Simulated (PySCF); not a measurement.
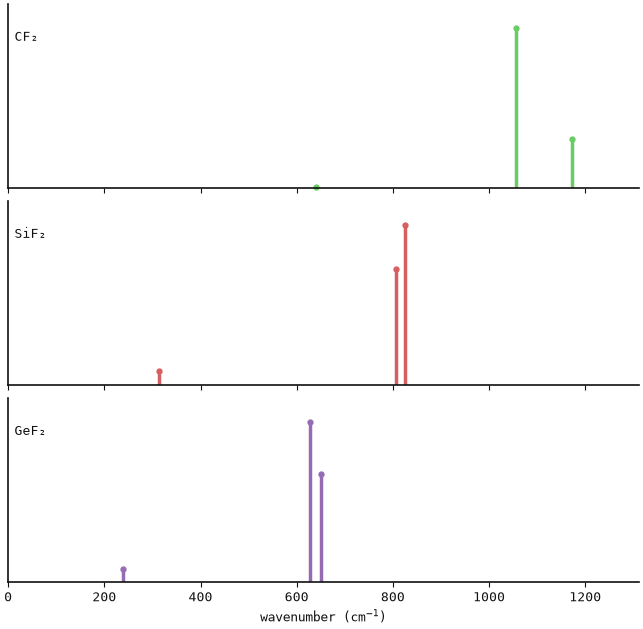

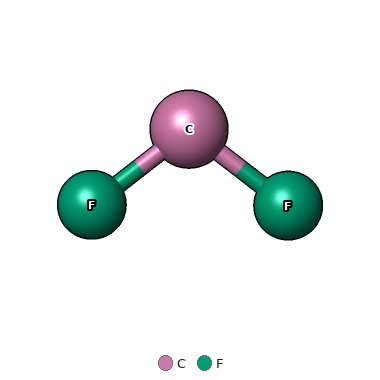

Harmonic infrared lines of CF₂, SiF₂ and GeF₂, all C2v singlets, each the lowest point that its search found (CF₂ is drawn); the central atom changes down one group of the periodic table. PBE/def2-TZVP, PySCF 2.14.0, unscaled, no spin-orbit coupling; each panel is scaled to its strongest line, degenerate modes are one line with their intensities summed, and dots on the axis are modes too weak to show or inactive.

> How do the bond length and the stretches change along the series?

Mean bond length: CF₂ 1.319, SiF₂ 1.624, GeF₂ 1.772 Å, rising down the group. Highest a1 mode: CF₂ 1171, SiF₂ 806, GeF₂ 651 cm⁻¹, falling down the group.

Caveats, for all or some of the runs: no scalar relativity.
